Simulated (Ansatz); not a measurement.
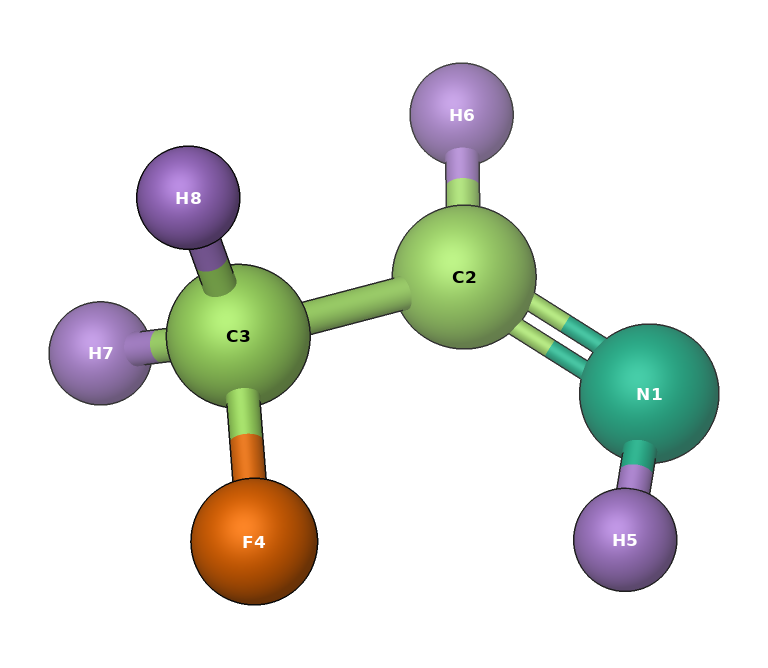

Atoms fade into the background with distance from the viewer. Computed geometry: PBE0-D4/def2-TZVP optimisation.

Which atoms or bonds are stereogenic?

Double bonds: N1=C2.

Give the R/S and E/Z labels.

N1=C2: Z.

Give a SMILES with the stereochemistry.

[H]/N=C\CF
